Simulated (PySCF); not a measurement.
# C₅H₄BrN: excited states, first hyperpolarisability

Wanted: excited states, first hyperpolarisability for C₅H₄BrN (`Brc1ccncc1`).

Programs: PySCF 2.14.0, with routines of our own; each step states its level. All values are computed. Atoms count from 0.

## (1) The starting structure

11 atoms, charge 0, multiplicity 1; geometry from: GFN2-xTB.

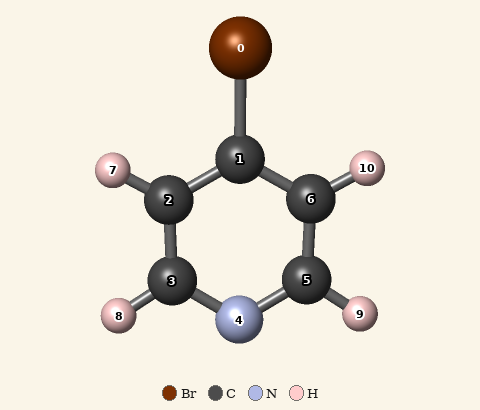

The starting geometry (bromine brown, carbon dark grey, nitrogen light blue, hydrogen pink).

## (2) Geometry optimisation at PBE0-D3(BJ)/def2-SVP

The job: settings as JSON, then the geometry in Å.

```
{"job": {"xc": "PBE0", "basis": "def2-SVP", "d3": "d3bj", "grid": 2, "kind": "geom"}, "charge": 0, "multiplicity": 1}
Br    -0.901894     2.861805     0.190849
C     -0.328900     1.046623     0.067958
C     -1.265177     0.027783     0.014992
C     -0.786733    -1.271809    -0.073920
N      0.497210    -1.576915    -0.108412
C      1.375329    -0.592502    -0.056375
C      1.022544     0.746819     0.032017
H     -2.322775     0.235263     0.041743
H     -1.470321    -2.108528    -0.119417
H      2.415391    -0.887888    -0.086361
H      1.770751     1.522019     0.070961
```

The run is started by

```
$ OMP_NUM_THREADS=1 python excited_run.py task.json out
```

The driver reads the jobs from task.json and runs them one after another.

Standard output:

```text
step   0  E = -2820.76962938  max force = 0.014039
step   1  E = -2820.77082269  max force = 0.004112
step   2  E = -2820.77086707  max force = 0.000994
step   3  E = -2820.77086938  max force = 0.000845
step   4  E = -2820.77087272  max force = 0.000169
optimisation converged
```

Run time: 62 s. Hardware: 1 thread of Arm Neoverse N1, shared host; peak memory 0.74 GiB.

The steps of the relaxation:

```
step  energy from step 0 (eV)  largest force component (eV/Å)
   0                   0.0000                          0.7219
   1                  -0.0325                          0.2114
   2                  -0.0337                          0.0511
   3                  -0.0337                          0.0435
   4                  -0.0338                          0.0087
```

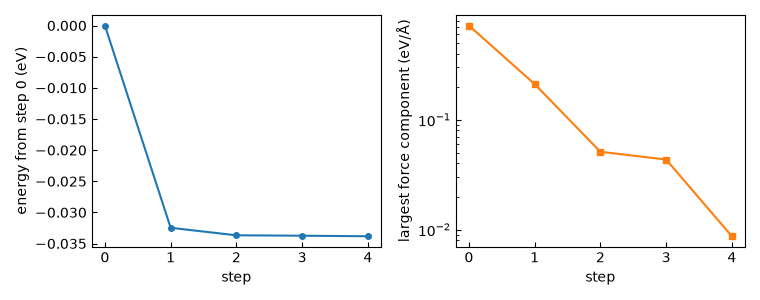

Energy and force, step by step.

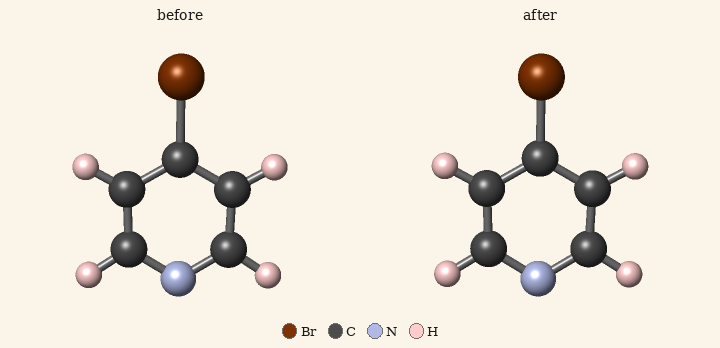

The geometry before (left) and after (right).

Distances of close pairs at the start and the end, largest changes first:

```
  bond  before (Å)  after (Å)  change (Å)
Br0–C1       1.907      1.881      -0.026
 C3–H8       1.081      1.096      +0.015
 C5–H9       1.082      1.096      +0.015
C6–H10       1.078      1.091      +0.013
 C2–H7       1.078      1.091      +0.013
 C3–N4       1.320      1.330      +0.009
 N4–C5       1.320      1.330      +0.009
 C1–C2       1.385      1.392      +0.007
```

The next job starts from the end point, and lists it.

```
                         at the end point                value
  point group (found at 0.08 Å tolerance)                  C2v
rotational constants (GHz, main isotopes)  6.035, 0.989, 0.850
                        dipole moment (D)                 0.81
```

## (3) Excited states: TDA CAM-B3LYP/def2-TZVPD

The job: settings as JSON, then the geometry in Å.

```
{"job": {"kind": "states", "xc": "CAM-B3LYP", "basis": "def2-TZVPD", "tda": true, "soc": true, "nstates": 6, "ntriplets": 5, "nquad": 4}, "charge": 0, "multiplicity": 1}
Br    -0.575035     2.252735    -0.355035
C     -0.012958     0.461961    -0.482032
C     -0.950660    -0.565469    -0.538945
C     -0.471723    -1.872501    -0.632239
N      0.819258    -2.188449    -0.669499
C      1.697770    -1.191920    -0.614086
C      1.344149     0.154365    -0.519810
H     -2.021236    -0.357960    -0.511655
H     -1.183350    -2.704942    -0.678845
H      2.757856    -1.468940    -0.645965
H      2.104247     0.935677    -0.477398
```

Level: TDA CAM-B3LYP/def2-TZVPD excited states, vertical, gas phase, spin-orbit mean-field couplings.

Standard output:

```text
coarse grid: 48240 points
cycle   1  E = -2821.8745205760  dE =  3.192e-01  |g| = 4.744e-01  |ddm| = 4.869e+00
cycle   2  E = -2821.8666448897  dE =  7.876e-03  |g| = 5.164e-01  |ddm| = 2.389e+00
cycle   3  E = -2821.9170035621  dE = -5.036e-02  |g| = 1.114e-01  |ddm| = 9.549e-01
cycle   4  E = -2821.9194564988  dE = -2.453e-03  |g| = 3.893e-02  |ddm| = 2.321e-01
cycle   5  E = -2821.9197897411  dE = -3.332e-04  |g| = 9.954e-03  |ddm| = 7.118e-02
cycle   6  E = -2821.9198138755  dE = -2.413e-05  |g| = 1.807e-03  |ddm| = 1.921e-02
cycle   7  E = -2821.9198150143  dE = -1.139e-06  |g| = 8.138e-04  |ddm| = 6.554e-03
final grid: 101600 points
cycle   8  E = -2821.9198009971  dE = -1.271e-07  |g| = 7.160e-04  |ddm| = 1.565e-02
cycle   9  E = -2821.9198009702  dE =  2.691e-08  |g| = 8.929e-04  |ddm| = 2.729e-03
cycle  10  E = -2821.9198011031  dE = -1.329e-07  |g| = 1.050e-04  |ddm| = 1.060e-03
cycle  11  E = -2821.9198011057  dE = -2.559e-09  |g| = 5.046e-05  |ddm| = 2.313e-04
cycle  12  E = -2821.9198011068  dE = -1.088e-09  |g| = 1.906e-05  |ddm| = 2.010e-04
cycle  13  E = -2821.9198011068  dE = -9.004e-11  |g| = 2.518e-06  |ddm| = 4.684e-05
converged SCF energy = -2821.9198011068

Singlet excitations
state   eV       nm        f     d(h-e)  d(exc)  Lambda  PR(NTO)  |dmu|/D   mu/D   main configurations
  1   5.1281   241.8   0.00574   1.172   2.716   0.488   1.007    2.943    2.163   H-1->L 0.96
  2   5.3776   230.6   0.00000   1.136   2.677   0.372   1.006    2.639    1.859   H-1->L+1 0.99
  3   5.5395   223.8   0.02242   0.189   2.762   0.604   1.996    0.489    1.268   H-2->L 0.55, H->L+1 0.40
  4   6.0918   203.5   0.00008   0.687   2.983   0.410   1.023    2.689    1.910   H->L+2 0.75, H->L+5 0.14
  5   6.1571   201.4   0.10947   0.995   3.114   0.730   1.554                     H->L 0.78, H-2->L+1 0.18
  6   6.6708   185.9   0.00000   2.298   3.463   0.254   1.004                     H-3->L 0.96

Triplet excitations (Tamm-Dancoff)
state   eV     d(h-e)  d(exc)  Lambda  PR(NTO)   main configurations
  1   4.1596   0.115   2.461   0.787   2.117   H-2->L+1 0.48, H->L 0.40
  2   4.3855   1.094   2.585   0.481   1.008   H-1->L 0.92
  3   4.6467   0.179   2.607   0.657   1.091   H-2->L 0.94
  4   4.7918   0.327   2.713   0.794   2.009   H-2->L+1 0.48, H->L 0.46
  5   5.2354   1.114   2.661   0.372   1.010   H-1->L+1 0.98
S1 - T1 = 0.9685 eV

Spin-orbit couplings |<S|Hso|T>| (cm-1)
             T1       T2       T3       T4       T5
S0        0.071    2.634    4.193    0.116    2.174
S1       54.969    0.012    1.017   65.035    0.899
S2        1.192    0.103   14.579    0.232    0.024
S3        0.441    0.104    0.004    0.163   61.866
S4       86.483    0.291    7.117   88.989    4.256
S5        0.220  103.954    0.197    0.235    2.148
S6      312.400  134.182    0.952  381.656    0.057
T1 sublevels (cm-1): 0.000 4.931 5.222   radiative rates (1/s): 0.00251 0.286 203
```

Wall time 2.2 min (1 thread of Arm Neoverse N1, shared host); peak memory 1.4 GiB.

From this job:

```
  quantity    value
S1 less T1  0.97 eV
```

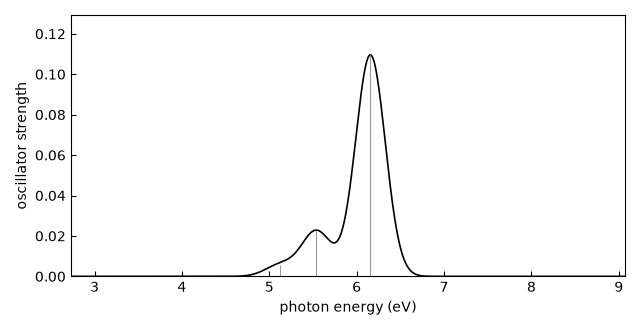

Absorption lines of the singlets. Lines are broadened to a width of 0.40 eV (Gaussian).

## (4) Excited states: TDDFT CAM-B3LYP/def2-TZVPD

Settings changed since step 3:

```diff
@@ -1,2 +1,2 @@
-{"job": {"kind": "states", "xc": "CAM-B3LYP", "basis": "def2-TZVPD", "tda": true, "soc": true, "nstates": 6, "ntriplets": 5, "nquad": 4}, "charge": 0, "multiplicity": 1}
+{"job": {"kind": "states", "xc": "CAM-B3LYP", "basis": "def2-TZVPD", "tpa": true, "nstates": 8, "nquad": 6, "ntriplets": 0}, "charge": 0, "multiplicity": 1}
 Br    -0.575035     2.252735    -0.355035
```

Method: TDDFT CAM-B3LYP/def2-TZVPD excited states, vertical, gas phase, two-photon moments by quadratic response.

Standard output:

```text
coarse grid: 48240 points
cycle   1  E = -2821.8745205760  dE =  3.192e-01  |g| = 4.744e-01  |ddm| = 4.869e+00
cycle   2  E = -2821.8666448897  dE =  7.876e-03  |g| = 5.164e-01  |ddm| = 2.389e+00
cycle   3  E = -2821.9170035621  dE = -5.036e-02  |g| = 1.114e-01  |ddm| = 9.549e-01
cycle   4  E = -2821.9194564988  dE = -2.453e-03  |g| = 3.893e-02  |ddm| = 2.321e-01
cycle   5  E = -2821.9197897411  dE = -3.332e-04  |g| = 9.954e-03  |ddm| = 7.118e-02
cycle   6  E = -2821.9198138755  dE = -2.413e-05  |g| = 1.807e-03  |ddm| = 1.921e-02
cycle   7  E = -2821.9198150143  dE = -1.139e-06  |g| = 8.138e-04  |ddm| = 6.554e-03
final grid: 101600 points
cycle   8  E = -2821.9198009971  dE = -1.271e-07  |g| = 7.160e-04  |ddm| = 1.565e-02
cycle   9  E = -2821.9198009702  dE =  2.691e-08  |g| = 8.929e-04  |ddm| = 2.729e-03
cycle  10  E = -2821.9198011031  dE = -1.329e-07  |g| = 1.050e-04  |ddm| = 1.060e-03
cycle  11  E = -2821.9198011057  dE = -2.559e-09  |g| = 5.046e-05  |ddm| = 2.313e-04
cycle  12  E = -2821.9198011068  dE = -1.088e-09  |g| = 1.906e-05  |ddm| = 2.010e-04
cycle  13  E = -2821.9198011068  dE = -9.004e-11  |g| = 2.518e-06  |ddm| = 4.684e-05
converged SCF energy = -2821.9198011068

Singlet excitations
state   eV       nm        f     d(h-e)  d(exc)  Lambda  PR(NTO)  |dmu|/D   mu/D   delta(TPA)   sigma/GM   main configurations
  1   5.0678   244.7   0.00420   1.173   2.722   0.488   1.011    2.977    2.199        1.30      0.012   H-1->L 0.96
  2   5.3651   231.1   0.00000   1.135   2.677   0.372   1.008    2.641    1.862        0.03      0.000   H-1->L+1 0.99
  3   5.4744   226.5   0.02393   0.132   2.725   0.607   1.979    0.352    1.131        7.76      0.085   H-2->L 0.60, H->L+1 0.35
  4   5.9838   207.2   0.08452   0.887   3.049   0.731   1.634    2.413    3.192       86.52      1.135   H->L 0.79, H-2->L+1 0.19
  5   6.0463   205.1   0.00029   0.690   2.979   0.410   1.028    2.637    1.857        4.26      0.057   H->L+2 0.75, H->L+5 0.14
  6   6.6652   186.0   0.00003   2.296   3.462   0.254   1.005    6.510    7.289        0.64      0.010   H-3->L 0.96
  7   6.6731   185.8   0.15511   0.736   3.019   0.513   2.952                                            H->L+1 0.44, H-2->L 0.23, H-3->L+2 0.23
  8   6.7569   183.5   0.07693   0.393   2.721   0.456   1.794                                            H-3->L+2 0.54, H->L+1 0.18, H-3->L+5 0.12
```

It took 2.8 min on 1 thread of Arm Neoverse N1, shared host; peak memory 1.4 GiB.

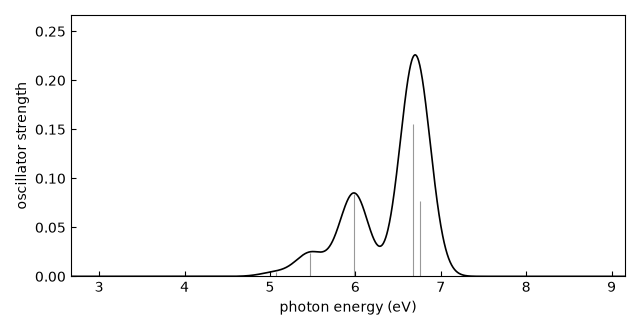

Absorption lines of the singlets. Lines are broadened to a width of 0.40 eV (Gaussian).

## (5) First hyperpolarisability: quadratic response CAM-B3LYP/def2-TZVPD

Settings changed since step 4:

```diff
@@ -1,2 +1,2 @@
-{"job": {"kind": "states", "xc": "CAM-B3LYP", "basis": "def2-TZVPD", "tpa": true, "nstates": 8, "nquad": 6, "ntriplets": 0}, "charge": 0, "multiplicity": 1}
+{"job": {"kind": "beta", "xc": "CAM-B3LYP", "basis": "def2-TZVPD"}, "charge": 0, "multiplicity": 1}
 Br    -0.575035     2.252735    -0.355035
```

With the program's defaults for keys left out, this is: quadratic response CAM-B3LYP/def2-TZVPD first hyperpolarisability, Taylor convention, gas phase.

Standard output:

```text
coarse grid: 48240 points
cycle   1  E = -2821.8745205760  dE =  3.192e-01  |g| = 4.744e-01  |ddm| = 4.869e+00
cycle   2  E = -2821.8666448897  dE =  7.876e-03  |g| = 5.164e-01  |ddm| = 2.389e+00
cycle   3  E = -2821.9170035621  dE = -5.036e-02  |g| = 1.114e-01  |ddm| = 9.549e-01
cycle   4  E = -2821.9194564988  dE = -2.453e-03  |g| = 3.893e-02  |ddm| = 2.321e-01
cycle   5  E = -2821.9197897411  dE = -3.332e-04  |g| = 9.954e-03  |ddm| = 7.118e-02
cycle   6  E = -2821.9198138755  dE = -2.413e-05  |g| = 1.807e-03  |ddm| = 1.921e-02
cycle   7  E = -2821.9198150143  dE = -1.139e-06  |g| = 8.138e-04  |ddm| = 6.554e-03
final grid: 101600 points
cycle   8  E = -2821.9198009971  dE = -1.271e-07  |g| = 7.160e-04  |ddm| = 1.565e-02
cycle   9  E = -2821.9198009702  dE =  2.691e-08  |g| = 8.929e-04  |ddm| = 2.729e-03
cycle  10  E = -2821.9198011031  dE = -1.329e-07  |g| = 1.050e-04  |ddm| = 1.060e-03
cycle  11  E = -2821.9198011057  dE = -2.559e-09  |g| = 5.046e-05  |ddm| = 2.313e-04
cycle  12  E = -2821.9198011068  dE = -1.088e-09  |g| = 1.906e-05  |ddm| = 2.010e-04
cycle  13  E = -2821.9198011068  dE = -9.004e-11  |g| = 2.518e-06  |ddm| = 4.684e-05
converged SCF energy = -2821.9198011068

Lowest singlets (eV, f): 5.0678 0.0042  5.3651 0.0000  5.4744 0.0239

First hyperpolarisability (au)
process     nm      |vector|   parallel      HRS      DR
static         -       27.57     -16.54      39.76   1.626
shg       1907.0       23.61     -14.17      42.11    1.58
eope      1907.0       26.32     -15.79          -       -
shg       1064.0       12.09      -7.26      48.72   1.514
eope      1064.0       23.30     -13.98          -       -
```

It took 2 min on 1 thread of Arm Neoverse N1, shared host; peak memory 1.4 GiB.

## (6) Results

| quantity | value |
| --- | --- |
| point group | C2v |
| rotational constants (main isotopes) | 6.03, 0.99, 0.85 GHz |
| S1 less T1 (step 3, TDA CAM-B3LYP/def2-TZVPD) | 0.97 eV |
| β vector (step 5, quadratic response CAM-B3LYP/def2-TZVPD) | static 28, SHG 1907.0 nm 24, SHG 1064.0 nm 12 au |

Over 4 steps the energy fell by 0.034 eV; of the close pairs, Br0–C1 changed most, 1.907 to 1.881 Å. Scalar relativity is left out for the heavy atoms. In step 3, the number of triplets below S1 is 4, and the largest singlet-triplet spin-orbit coupling is S6–T4, 381.66 cm⁻¹. Steps that list no spin-orbit terms leave them out, which matters at and beside the heavy atoms. In step 4 some excited states are degenerate or nearly so.
